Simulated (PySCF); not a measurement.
# WCl3: structure of the doublet

The task is one start of a wider search on WCl3: the doublet, from a trigonal pyramidal start. It is relaxed, tested by its Hessian and followed downhill if it is a saddle.

Computed with PySCF 2.14.0. Level: PBE0, basis W def2-TZVP with ECP60, Cl def2-TZVP, scalar-relativistic core potentials, no spin–orbit coupling, density fitting.

## Step 1: Starting geometry

4 atoms, charge 0, spin multiplicity 2.

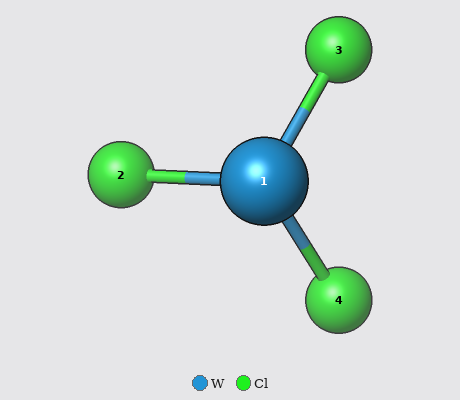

The starting geometry (tungsten blue, chlorine green); atoms are numbered from 1 in the order of the file.

Z-matrix (Å, degrees; charge 0 multiplicity 2):
```
W
Cl 1 2.3601
Cl 1 2.3600 2 99.75
Cl 1 2.3600 2 99.75 3 -101.77
```

## Step 2: First SCF at the start

One driver script runs all steps and calls PySCF; scf.py shows how it sets up the SCF of each step. The optimiser is the driver's own. After this first run the driver tries any further starts and a stability analysis.

File scf.py:

```python
from pyscf import gto, scf, dft
mol = gto.M(atom='''
W      0.000000     0.000000     0.000000
Cl     2.083800     0.000000     1.108000
Cl    -1.041900     1.804600     1.108000
Cl    -1.041900    -1.804600     1.108000''',
    basis={'W': 'def2-TZVP', 'Cl': 'def2-TZVP'},
    ecp={'W': 'def2-TZVP'},
    charge=0, spin=1)
mf = dft.UKS(mol, xc='PBE0')
mf.grids.atom_grid = (50, 194)
aux = {'W': 'def2-universal-JKFIT', 'Cl': 'def2-universal-JKFIT'}
mf = mf.density_fit(auxbasis=aux)
mf.conv_tol = 1e-08
mf.diis_space = 10
mf.max_cycle = 60
mf.init_guess = 'minao'
mf.verbose = 4
mf.kernel()
```

The run is started by

```bash
$ OMP_NUM_THREADS=4 python axn.py task.json out
```

Standard output:

```text
init E= -1427.67828248433
[... the frontier-level lines of each cycle are left out ...]
cycle= 1 E= -1447.12905731963  delta_E= -19.5  |g|= 0.56  |ddm|= 5.18
cycle= 2 E= -1444.7866816683  delta_E= 2.34  |g|= 2.32  |ddm|= 1.87
cycle= 3 E= -1447.2876400761  delta_E= -2.5  |g|= 0.178  |ddm|= 1.42
cycle= 4 E= -1447.29587638031  delta_E= -0.00824  |g|= 0.12  |ddm|= 0.234
cycle= 5 E= -1447.30372873026  delta_E= -0.00785  |g|= 0.016  |ddm|= 0.109
cycle= 6 E= -1447.30400066257  delta_E= -0.000272  |g|= 0.00675  |ddm|= 0.0278
cycle= 7 E= -1447.30419004857  delta_E= -0.000189  |g|= 0.00399  |ddm|= 0.0317
cycle= 8 E= -1447.3043318701  delta_E= -0.000142  |g|= 0.00259  |ddm|= 0.0347
cycle= 9 E= -1447.30441830288  delta_E= -8.64e-05  |g|= 0.00191  |ddm|= 0.0302
cycle= 10 E= -1447.30447287439  delta_E= -5.46e-05  |g|= 0.00172  |ddm|= 0.0233
cycle= 11 E= -1447.30451905351  delta_E= -4.62e-05  |g|= 0.00142  |ddm|= 0.0223
cycle= 12 E= -1447.30455377033  delta_E= -3.47e-05  |g|= 0.00133  |ddm|= 0.0167
cycle= 13 E= -1447.30456609025  delta_E= -1.23e-05  |g|= 0.00134  |ddm|= 0.00556
cycle= 14 E= -1447.3045571067  delta_E= 8.98e-06  |g|= 0.00134  |ddm|= 0.00405
cycle= 15 E= -1447.30453084171  delta_E= 2.63e-05  |g|= 0.00121  |ddm|= 0.0141
cycle= 16 E= -1447.3044799149  delta_E= 5.09e-05  |g|= 0.000988  |ddm|= 0.0397
cycle= 17 E= -1447.30447461552  delta_E= 5.3e-06  |g|= 0.000684  |ddm|= 0.0184
cycle= 18 E= -1447.30447659971  delta_E= -1.98e-06  |g|= 0.000513  |ddm|= 0.0154
cycle= 19 E= -1447.30448041716  delta_E= -3.82e-06  |g|= 0.000361  |ddm|= 0.0101
cycle= 20 E= -1447.3044841342  delta_E= -3.72e-06  |g|= 0.000154  |ddm|= 0.0163
cycle= 21 E= -1447.30448443784  delta_E= -3.04e-07  |g|= 0.000107  |ddm|= 0.00372
cycle= 22 E= -1447.30448449592  delta_E= -5.81e-08  |g|= 3.81e-05  |ddm|= 0.00193
cycle= 23 E= -1447.30448449883  delta_E= -2.91e-09  |g|= 1.35e-05  |ddm|= 0.000261
Extra cycle  E= -1447.30448449922  delta_E= -3.86e-10  |g|= 1.61e-05  |ddm|= 4.85e-05
converged SCF energy = -1447.30448449922  <S^2> = 0.79197244  2S+1 = 2.041541
```

This step, with its further starts and checks, took 49 s on 4 threads of Arm Neoverse V2, shared host.

The starts that the driver tried:

| start | energy (Eh) |
| --- | --- |
| the minimal-basis guess | -1447.304484 |
| a thermally smeared density | -1447.301392 |
| a smeared PBE density | -1447.304484 |

The first run landed in a state that is too high. Following the other starts and the instabilities gains 67.1 kJ/mol (-1447.33004 Eh), and the work goes on from there.

## Step 3: Relaxing the doublet from the trigonal pyramidal start

The program finds C3v symmetry in the start, which this walk keeps. Threshold on the gradient: 0.0003 Eh/bohr, with a further test on the energy change.

Edit scf.py of step 2 so:

```diff
@@ -3,4 +3,4 @@
-W      0.000000     0.000000     0.000000
-Cl     2.083800     0.000000     1.108000
-Cl    -1.041900     1.804600     1.108000
-Cl    -1.041900    -1.804600     1.108000''',
+W      0.000000    -0.000000    -0.402401
+Cl     2.083786    -0.000000     0.705599
+Cl    -1.041893     1.804612     0.705599
+Cl    -1.041893    -1.804612     0.705599''',
@@ -17 +16,0 @@
-mf.init_guess = 'minao'
```

Energy and gradient, step by step:

| step | energy (Eh) | change (kJ/mol) | largest symmetric gradient (Eh/bohr) |
| --- | --- | --- | --- |
| 0 | -1447.330038 | 0.00 | 0.07796 |
| 1 | -1447.353359 | -61.23 | 0.03822 |
| 2 | -1447.364195 | -89.68 | 0.01615 |
| 3 | -1447.371627 | -109.19 | 0.01220 |
| 4 | -1447.373269 | -113.50 | 0.00960 |
| 5 | -1447.374083 | -115.64 | 0.00234 |
| 6 | -1447.374210 | -115.97 | 0.00052 |
| 7 | -1447.374214 | -115.98 | 0.00010 |
| 8 | -1447.374213 | -115.98 | 0.00000 |

The walk took 42 s.

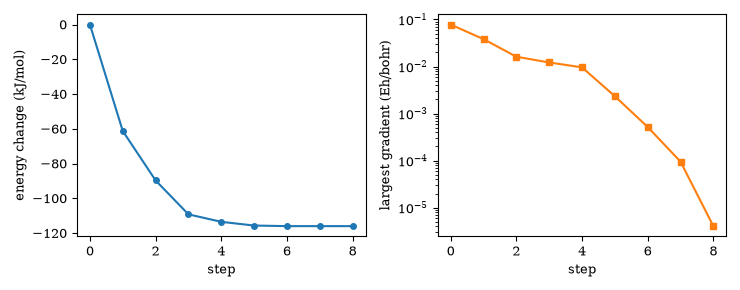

How energy and gradient fall.

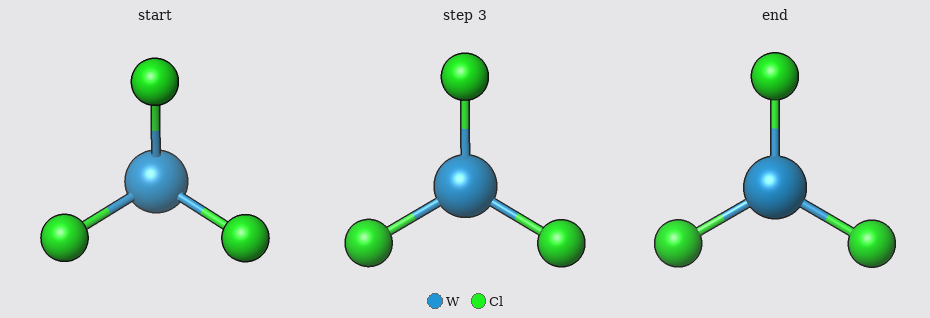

Start and end of the relaxation, with a step between.

After 8 steps and 116.0 kJ/mol it ends at C3v: W–Cl 2.233 Å (×3); Cl–W–Cl 119.8° (×3). A gradient of 0.0054 Eh/bohr that breaks the symmetry is left: this electronic state wants a lower symmetry.

## Step 4: Releasing the symmetry

The geometry is nudged along the force that breaks the symmetry.

The program finds Cs symmetry in the start, which may break. The walk stops when the largest gradient is under 0.0003 Eh/bohr and the energy has settled too.

Edit scf.py of step 3 so:

```diff
@@ -3,4 +3,4 @@
-W      0.000000    -0.000000    -0.402401
-Cl     2.083786    -0.000000     0.705599
-Cl    -1.041893     1.804612     0.705599
-Cl    -1.041893    -1.804612     0.705599''',
+W     -0.006109    -0.010564    -0.035136
+Cl     2.242743     0.016932     0.061424
+Cl    -1.106632     1.950754     0.062299
+Cl    -1.103976    -1.912112     0.061108''',
```

Steps of the walk:

| step | energy (Eh) | change (kJ/mol) | largest gradient (Eh/bohr) |
| --- | --- | --- | --- |
| 0 | -1447.373924 | 0.00 | 0.01303 |
| 1 | -1447.374332 | -1.07 | 0.00224 |
| 2 | -1447.374366 | -1.16 | 0.00137 |
| 3 | -1447.374394 | -1.23 | 0.00297 |
| 4 | -1447.374415 | -1.29 | 0.00101 |
| 5 | -1447.374430 | -1.33 | 0.00023 |
| 6 | -1447.374433 | -1.34 | 0.00016 |

The walk took 31 s.

Geometry (Å) and forces (eV/Å) at some steps:

```
step 0
W   -0.006  -0.011  -0.035   0.383   0.670   0.005
Cl   2.243   0.017   0.061  -0.265   0.023  -0.019
Cl  -1.107   1.951   0.062   0.154  -0.218  -0.010
Cl  -1.104  -1.912   0.061  -0.272  -0.475   0.024
step 1
W   -0.002  -0.004  -0.025   0.063   0.115  -0.013
Cl   2.235   0.025   0.058  -0.070   0.036  -0.003
Cl  -1.096   1.949   0.059   0.069  -0.042   0.005
Cl  -1.111  -1.925   0.058  -0.061  -0.110   0.011
step 3
W   -0.004  -0.007  -0.024  -0.090  -0.152  -0.015
Cl   2.226   0.041   0.058   0.047   0.027   0.002
Cl  -1.077   1.950   0.058   0.001   0.055   0.009
Cl  -1.119  -1.939   0.057   0.042   0.070   0.004
step 6
W   -0.010  -0.017  -0.030   0.004   0.008   0.001
Cl   2.222   0.054   0.060  -0.006   0.000  -0.006
Cl  -1.063   1.953   0.061   0.003  -0.004   0.000
Cl  -1.122  -1.945   0.059  -0.002  -0.004   0.004
```

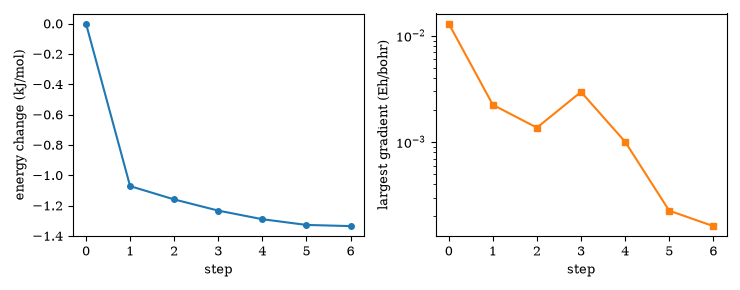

Energy and largest gradient along the walk.

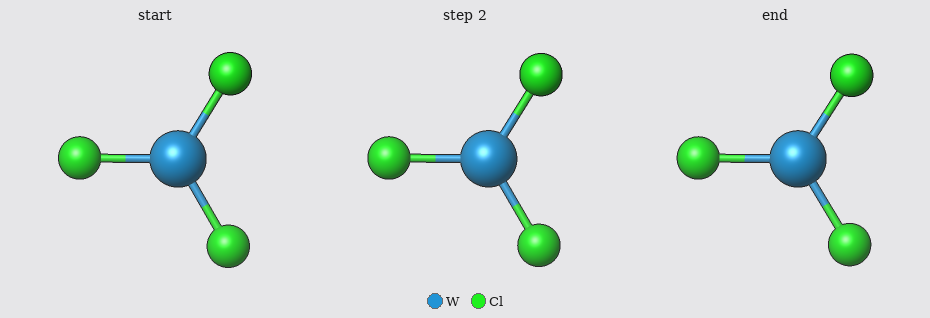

Start and end of the relaxation, with a step between.

After 6 steps and 1.3 kJ/mol it ends at Cs: W–Cl 2.228 Å, W–Cl 2.235 Å (×2); Cl–W–Cl 116.2°, Cl–W–Cl 121.7° (×2).

## Step 5: Frequencies

The point is checked on the finer grid, and tightened if its gradient asks for it. The Hessian and the dipole derivatives come from central differences of analytic gradients, with steps of 0.02 bohr.

Edit scf.py of step 4 so:

```diff
@@ -3,4 +3,4 @@
-W     -0.006109    -0.010564    -0.035136
-Cl     2.242743     0.016932     0.061424
-Cl    -1.106632     1.950754     0.062299
-Cl    -1.103976    -1.912112     0.061108''',
+W     -0.007528    -0.013027    -0.024544
+Cl     2.224517     0.057387     0.054565
+Cl    -1.062499     1.955189     0.055449
+Cl    -1.120817    -1.941293     0.053727''',
@@ -11 +11 @@
-mf.grids.atom_grid = (50, 194)
+mf.grids.atom_grid = (75, 302)
@@ -14 +14 @@
-mf.conv_tol = 1e-08
+mf.conv_tol = 1e-10
```

The driver hands on the density of the step before, so the log starts near convergence.

SCF at the final geometry:

```text
init E= -1447.37449588887
[... the frontier-level lines of each cycle are left out ...]
cycle= 1 E= -1447.37449588888  delta_E= -1.18e-11  |g|= 7.75e-06  |ddm|= 1.54e-05
Extra cycle  E= -1447.37449588878  delta_E= 1.02e-10  |g|= 1.71e-05  |ddm|= 2.2e-05
converged SCF energy = -1447.37449588878  <S^2> = 1.6150242  2S+1 = 2.7313178
```

The whole step took 2.5 min.

Geometry: Cs; W–Cl 2.228 Å, W–Cl 2.235 Å (×2); Cl–W–Cl 116.3°, Cl–W–Cl 121.7° (×2).

Modes, for the most abundant isotopes:

```
symmetry  ω (cm⁻¹)  IR (km/mol)  μ (u)     type
     a''        77          2.0  39.48     bend
      a'        81          0.8  49.38     bend
      a'        98          0.1  38.74     bend
      a'       398          2.2  35.03  stretch
     a''       413         99.0  42.62  stretch
      a'       429         82.0  43.53  stretch
```

μ is the mass of the mode for normalised Cartesian displacements, not the reduced mass of the usual diatomic formula.

No imaginary mode, so this is a minimum.

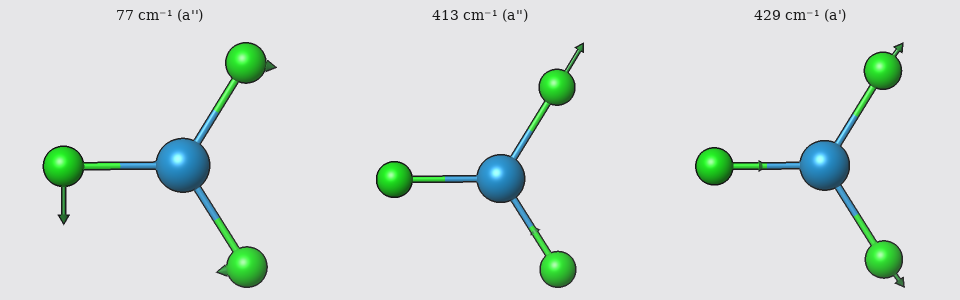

Displacements of 3 of the modes, as arrows (one member where a mode is degenerate).

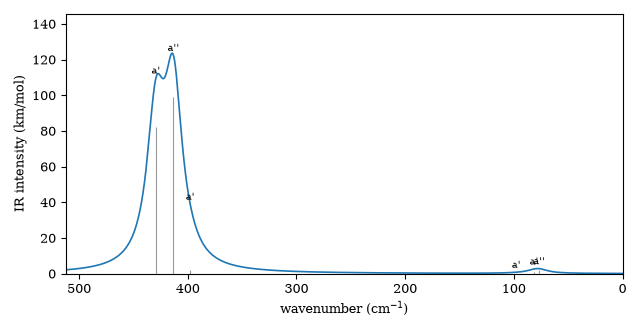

The harmonic infrared spectrum (widths in cm⁻¹). Lines are broadened to a width of 20 cm⁻¹ (Lorentzian).

Constants and moments:

| Property | Result |
| --- | --- |
| Dipole moment | 0.33 D |
| Highest occupied level | -6.32 eV |
| Lowest empty level | -3.10 eV |
| Rotational constants | 0.06682, 0.0623, 0.03229 cm⁻¹ |
| Zero-point energy | 8.9 kJ/mol |
| Principal polarisabilities | 59.2, 88.2, 91.0 bohr³ |
| Atomisation energy without zero-point energy | 1240 kJ/mol |
| Principal traceless quadrupole moments about the centre of mass | -0.47, 0.06, 0.41 D Å |
| Entropy at 298.15 K and 1 bar (electronic part: spin only) | 365.0 J/(mol K) |
| Heat capacity Cp at 298.15 K | 75.9 J/(mol K) |
| Enthalpy at 298.15 K above 0 K | 18.27 kJ/mol |
| Rotational symmetry number | 1 |
| Spin squared ⟨S²⟩ | 1.615 |

Populations by atom (charges in e):

```
 atom  Mulliken  Löwdin  polar tensor  spin (Mulliken)  Mayer order to W1
   W1      0.83   -0.31          1.50             0.97                  –
Cl2,3     -0.28    0.10         -0.50             0.03               1.20
  Cl4     -0.27    0.11         -0.51            -0.03               1.21
```

Outer orbital energies (eV). α occupied: -10.80, -10.72, -10.43, -10.43, -10.25, -9.86, -6.79, -6.32; empty: -3.10, -2.75, -2.70, 0.11. β occupied: -11.69, -10.69, -10.44, -10.42, -10.26, -10.11, -9.87, -6.35; empty: -2.72, -2.49, -2.46, -2.32.

Mulliken populations on W1 (outside its core potential): s 2.68, p 6.29, d 4.13, f 0.07.

## Step 6: Outcome

| quantity | value |
| --- | --- |
| minimum | broken-symmetry (Ms = 1/2), Cs |
| geometry | W–Cl 2.228 Å, W–Cl 2.235 Å (×2); Cl–W–Cl 116.3°, Cl–W–Cl 121.7° (×2) |
| wavenumbers (cm⁻¹) | 77 (a''), 81 (a'), 98 (a'), 398 (a'), 413 (a''), 429 (a') |
| dipole moment | 0.33 D |
| highest occupied, lowest empty level (either spin) | -6.32, -3.10 eV |
| polar-tensor charge of W1 | +1.50 e |
| zero-point energy | 8.9 kJ/mol |
| entropy at 298.15 K | 365.0 J/(mol K) |
| atomisation energy (no zero-point energy) | 1240 kJ/mol |
| ⟨S²⟩ | 1.615 |

**Reading.** The trigonal pyramidal start (C3v) ends in a minimum of Cs symmetry. The determinant is spin-contaminated (⟨S²⟩ = 1.62 against 0.75), so it is no pure spin state. In the infrared the band at 413 cm⁻¹ (a'', stretch) leads. The first SCF alone would have been 67 kJ/mol too high. Other starts or spin states, not run here, may lie lower. One determinant may miss the lowest occupation of an open d or f shell. With an element this heavy the missing spin–orbit coupling can shift these numbers.

The search up to here took 4.5 min on 4 threads of Arm Neoverse V2, shared host.
